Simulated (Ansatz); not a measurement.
# ClF2H3Si2: the cost of one run

Method: PBE0-D4/def2-TZVP structures, single points in def2-TZVPP, no counterpoise correction; program: Ansatz 0.2.0, Gaussian basis.

Levels: SPW92, PBE-D4, BLYP-D4, r2SCAN-D4, B97M-V, PBE0-D4, B3LYP-D4, r2SCAN0-D4, BHLYP-D4, CAM-B3LYP-D4, wB97X-V, wB97M-V, B2PLYP, PBE-QIDH, RPA on PBE, Hartree-Fock, MP2, CCSD, CCSD(T).

Cores are frozen in the correlated methods. B3LYP uses VWN-RPA correlation. B2PLYP carries no dispersion term here.

114 further runs of the same task are left out: 1 that didn't finish, 113 set aside as unsound or not needed.

## Step 1: Where the work starts

The complex: 15 atoms, charge 0, spin multiplicity 1.

Atoms are counted from 1 here; the program's logs count them from 0.

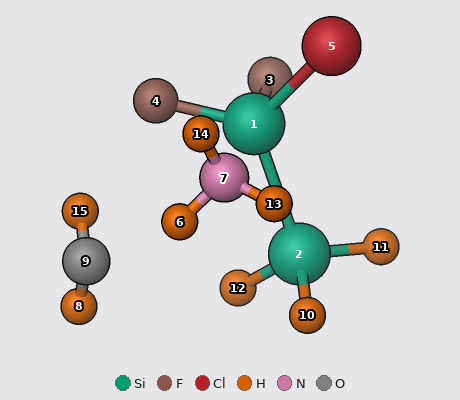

The starting geometry (silicon teal, fluorine brown, chlorine red, hydrogen orange, nitrogen pink, oxygen grey); atoms are numbered from 1 in the order of the file.

Coordinates:

```mol
ClF2H8NOSi2
  3D, bonds by distance, orders not assigned

 15 12  0  0  0  0  0  0  0  0999 V2000
   -1.2313   -0.2260   -0.4609 Si  0  0
   -0.4684   -0.4510    1.7455 Si  0  0
   -2.6986    0.3157   -0.0038 F   0  0
   -0.8778    1.0937   -1.3414 F   0  0
   -1.9299   -1.8716   -1.5298 Cl  0  0
    1.3494   -0.1091   -0.8058 H   0  0
    0.6730   -0.8032   -1.1350 N   0  0
    1.8946    2.1793    0.5732 H   0  0
    1.7028    1.7529   -0.2649 O   0  0
    0.8487   -1.1481    1.8298 H   0  0
   -1.4518   -1.2041    2.5649 H   0  0
   -0.2931    0.9035    2.3416 H   0  0
    0.9371   -1.7238   -0.8034 H   0  0
    0.6877   -0.8179   -2.1498 H   0  0
    0.8574    2.1097   -0.5603 H   0  0
  1  2  8  0
  1  3  8  0
  1  4  8  0
  1  5  8  0
  2 10  8  0
  2 11  8  0
  2 12  8  0
  6  7  8  0
  7 13  8  0
  7 14  8  0
  8  9  8  0
  9 15  8  0
M  END
```

Its parts: ClF2H3Si2 holds atoms 1, 2, 3, 4, 5, 10, 11, 12; NH3 holds atoms 6, 7, 13, 14; H2O holds atoms 8, 9, 15. Each part counts its atoms afresh in its own runs.

## Step 2: Relaxing ClF2H3Si2 alone

Input file relax-a/in.yaml:

```yaml
crystal:
  periodic: [false, false, false]
  atoms:
    - {symbol: Si, position_ang: [-1.231293, -0.225992, -0.460900]}
    - {symbol: Si, position_ang: [-0.468366, -0.451027, 1.745503]}
    - {symbol: F, position_ang: [-2.698557, 0.315654, -0.003837]}
    - {symbol: F, position_ang: [-0.877819, 1.093693, -1.341420]}
    - {symbol: Cl, position_ang: [-1.929870, -1.871610, -1.529817]}
    - {symbol: H, position_ang: [0.848747, -1.148142, 1.829841]}
    - {symbol: H, position_ang: [-1.451789, -1.204143, 2.564926]}
    - {symbol: H, position_ang: [-0.293097, 0.903545, 2.341588]}
basis:
  gaussian: {orbitals: def2-TZVP}
hamiltonian: {xc: pbe0, dispersion: d4}
relax: {f_tol: 0.005, max_steps: 200}
```

The run is started by

```sh
> ansatz run in.yaml --threads 4 --pin off --events-out ev --progress --plain --max-ram 46080MiB --backend cuda --devices 0, --max-vram 37GiB
```

What time and memory should one allow on 1 × a share of an NVIDIA H100 with 4 threads of AMD EPYC 7R13, shared host?

About 14 s, with a peak of 0.89 GiB on the host.
